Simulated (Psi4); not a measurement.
# BHLYP/6-31G(d) (spherical functions) run of CH7BSi2 (SMILES CB1[SiH2][SiH2]1)

What is the energy change on altering one bond length of CH7BSi2 at BHLYP/6-31G* (spherical functions)? 

The calculation is run with Psi4 1.11.

2 further runs of the same task are left out: 2 set aside as unsound or not needed. Runs told in other sessions of the task aren't counted.

## (1) The molecule

CH7BSi2: 11 atoms, total charge 0, spin state singlet. SMILES: `CB1[SiH2][SiH2]1`. Geometry: relaxed at PBE0-D4/def2-TZVP.

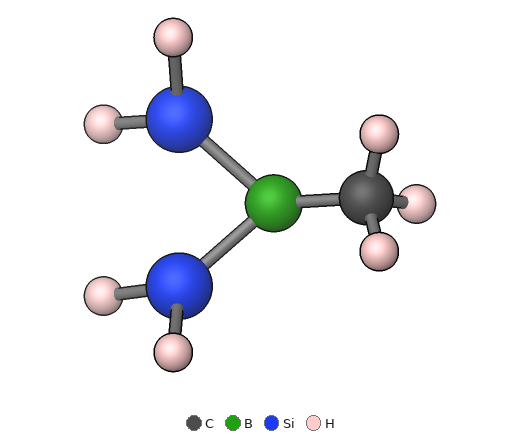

The structure, seen from a chosen angle (carbon dark grey, boron green, silicon blue, hydrogen pink).

## (2) Energy and gradient at BHLYP/6-31G(d) (spherical functions)

The input, calc.dat:

```
memory 2.2 GB

molecule {
  C     -0.263900     1.793500     0.099500
  B     -0.450600     0.243000    -0.016600
  Si     0.018800    -1.148600     1.199400
  Si     0.210300    -0.982900    -1.318800
  H      0.165600     2.121800     1.048800
  H     -1.271300     2.229100     0.051100
  H      0.301000     2.238000    -0.723000
  H     -0.479200    -2.541300     1.107000
  H      0.876900    -0.975400     2.403900
  H      1.239000    -0.662800    -2.346600
  H     -0.281200    -2.371200    -1.484200
  symmetry c1
  no_reorient
  no_com
}

set puream true
set e_convergence 1e-09
set d_convergence 1e-08
set scf_type pk
set dft_radial_points 99
set dft_spherical_points 590

energy_value, wavefunction = gradient("bhhlyp/6-31G*", return_wfn=True)
oeprop(wavefunction, "MAYER_INDICES", "DIPOLE", "MULLIKEN_CHARGES")
```

Run with:

```
$ psi4 -i calc.dat -o calc.out -n 1
```

calc.out:

```text
[...]
  Running in c1 symmetry.
[...]
  Nuclear repulsion =  181.476428428229070
[...]
  Multiplicity = 1
[...]
  Nalpha       = 23
  Nbeta        = 23
[...]
    Number of basis functions: 78
[...]
   @RKS iter   1:  -645.80533621697350   -4.44341e-01   6.79563e-03 DIIS/ADIIS
[...]
   @RKS iter  11:  -645.98839145429099   -9.09495e-12   6.26288e-09 DIIS
[...]
    Orbital Energies [Eh]
    ---------------------
    Doubly Occupied:
       1A    -67.129239     2A    -67.129221     3A    -10.562904
       4A     -7.076631     5A     -5.604160     6A     -5.604128
       7A     -3.868118     8A     -3.867974     9A     -3.865762
      10A     -3.865716    11A     -3.864406    12A     -3.864336
      13A     -0.800345    14A     -0.670492    15A     -0.567043
      16A     -0.499020    17A     -0.467973    18A     -0.463423
      19A     -0.436934    20A     -0.395298    21A     -0.393252
      22A     -0.299547    23A     -0.258442
[...]
  @RKS Final Energy:  -645.98839145429099
   => Energetics <=
    Nuclear Repulsion Energy =            181.4764284282290703
    One-Electron Energy =               -1251.9323670317310189
    Two-Electron Energy =                 452.2330472213320718
    DFT Exchange-Correlation Energy =     -27.7655000721211529
    Empirical Dispersion Energy =           0.0000000000000000
    VV10 Nonlocal Energy =                  0.0000000000000000
    Total Energy =                       -645.9883914542909906
[...]
  -Total Gradient:
     Atom            X                  Y                   Z
    ------   -----------------  -----------------  -----------------
       1        0.001417058326    -0.005286736781    -0.000283989146
       2        0.000140934931     0.003486590339     0.000203869721
       3       -0.001544488181     0.003322869777    -0.004639928397
       4       -0.002316779971     0.002753707440     0.004730003401
       5        0.000936544879     0.000720650253     0.003180008892
       6       -0.003367160440     0.000881384117    -0.000197017111
       7        0.001368458805     0.001077739156    -0.002831527808
       8       -0.000820061049    -0.004056905260    -0.001186732661
       9        0.002330606665     0.000449312603     0.003233529255
      10        0.002796026804     0.000845548855    -0.002731261718
      11       -0.000938090602    -0.004195409190     0.000523191330
[...]
 Multipole Moments:
 ------------------------------------------------------------------------------------
     Multipole            Electronic (a.u.)      Nuclear  (a.u.)        Total (a.u.)
 ------------------------------------------------------------------------------------
 L = 1.  Multiply by 2.5417464519 to convert [e a0] to [Debye]
 Dipole X            :          0.1313155           -0.1477766           -0.0164610
 Dipole Y            :         33.7869553          -33.6877697            0.0991856
 Dipole Z            :          2.0846348           -2.0798326            0.0048023
 Magnitude           :                                                    0.1006569
[...]
```

Wall time 16 s (1 thread of Intel Xeon 6975P-C (Granite Rapids), shared host); peak memory 1.4 GiB.

## (3) The distorted shape: a single-point energy at BHLYP/6-31G(d) (spherical functions)

The input, input.dat:

```
memory 2.2 GB

molecule {
  0 1
  C     -1.79593524     3.12738713    -1.63288211
  B     -2.14874711     0.19736678    -1.85227931
  Si    -1.26170966    -2.43237610     0.44562766
  Si    -0.89982711    -2.11924848    -4.31308067
  H     -0.98429787     3.74778422     0.16103490
  H     -3.69964534     3.95055183    -1.72434485
  H     -0.72842895     3.96737039    -3.18718185
  H     -2.20279327    -5.06419767     0.27101696
  H      1.65710084    -1.84323886     4.54271263
  H      1.04413416    -1.51434715    -6.25534118
  H     -1.82862750    -4.74275526    -4.62564137
  units au
  symmetry c1
  no_reorient
  no_com
}

set puream true
set e_convergence 1e-09
set d_convergence 1e-08
set scf_type pk
set dft_radial_points 99
set dft_spherical_points 590

energy_value, wavefunction = energy('bhhlyp/6-31G*', return_wfn=True)
oeprop(wavefunction, 'QUADRUPOLE', 'WIBERG_LOWDIN_INDICES', 'DIPOLE', title='BHHLYP')
print_variables()
```

Run with:

```
$ psi4 input.dat output.dat -n 1
```

output.dat:

```text
[...]
  Running in c1 symmetry.
[...]
  Nuclear repulsion =  178.284466062999314
[...]
  Multiplicity = 1
[...]
  Nalpha       = 23
  Nbeta        = 23
[...]
    Number of basis functions: 78
[...]
   @RKS iter   1:  -645.62177973054713   -4.52433e-01   7.31094e-03 DIIS/ADIIS
[...]
   @RKS iter  13:  -645.86318162892621   -1.38698e-11   8.07501e-09 DIIS
[...]
    Orbital Energies [Eh]
    ---------------------
    Doubly Occupied:
       1A    -67.175869     2A    -67.148019     3A    -10.571361
       4A     -7.096785     5A     -5.642798     6A     -5.622873
       7A     -3.906216     8A     -3.904878     9A     -3.902471
      10A     -3.886796    11A     -3.884315    12A     -3.883241
      13A     -0.809618    14A     -0.683233    15A     -0.564894
      16A     -0.507472    17A     -0.476261    18A     -0.471693
      19A     -0.429431    20A     -0.406748    21A     -0.343125
      22A     -0.281897    23A     -0.266166
[...]
  @RKS Final Energy:  -645.86318162892621
   => Energetics <=
    Nuclear Repulsion Energy =            178.2844660629993143
    One-Electron Energy =               -1244.7306433810367707
    Two-Electron Energy =                 448.2680350493092760
    DFT Exchange-Correlation Energy =     -27.6850393601981040
    Empirical Dispersion Energy =           0.0000000000000000
    VV10 Nonlocal Energy =                  0.0000000000000000
    Total Energy =                       -645.8631816289262133
[...]
 Multipole Moments:
 ------------------------------------------------------------------------------------
     Multipole            Electronic (a.u.)      Nuclear  (a.u.)        Total (a.u.)
 ------------------------------------------------------------------------------------
 L = 1.  Multiply by 2.5417464519 to convert [e a0] to [Debye]
 Dipole X            :         58.1137430          -58.5234197           -0.4096767
 Dipole Y            :         45.5547147          -45.4704199            0.0842948
 Dipole Z            :         83.1641544          -84.0207761           -0.8566217
 Magnitude           :                                                    0.9532793
 L = 2.  Multiply by 1.3450342976 to convert [e a0^2] to [Debye ang]
 Quadrupole XX       :       -135.2835793          103.2794751          -32.0041042
 Quadrupole XY       :        -27.2861989           27.8407450            0.5545461
[...]
```

It took 12 s on 1 thread of Intel Xeon 6975P-C (Granite Rapids), shared host; peak memory 1.4 GiB.

## (4) Summary of results

Level: BHLYP/6-31G* (spherical functions).

| quantity | value |
| --- | --- |
| first shape: total energy | -645.98839 Eh |
| first shape: dipole moment | 0.26 D |
| first shape: HOMO energy | -7.03 eV |
| first shape: LUMO energy | -0.24 eV |
| first shape: HOMO–LUMO gap | 6.79 eV |
| first shape: largest force on an atom | 0.306 eV/Å |
| distorted shape: total energy | -645.86318 Eh |
| distorted shape: dipole moment | 2.42 D |
| distorted shape: HOMO energy | -7.24 eV |
| distorted shape: LUMO energy | -2.09 eV |
| distorted shape: HOMO–LUMO gap | 5.15 eV |
| energy change with the Si3–H9 bond stretched from 1.489 to 2.680 Å | 3.407 eV |

**Reading.** With the Si3–H9 bond stretched from 1.489 to 2.680 Å the energy rises by 3.41 eV (329 kJ/mol). The first shape isn't relaxed at this level, so the change isn't measured from a minimum. A restricted reference can't describe the breaking bond well at this length. The largest force (first shape) is 0.31 eV/Å: the shape isn't a stationary point for this species at this level. With no_com the log's rotational constants are taken about the origin, not the centre of mass, so they aren't the molecule's.
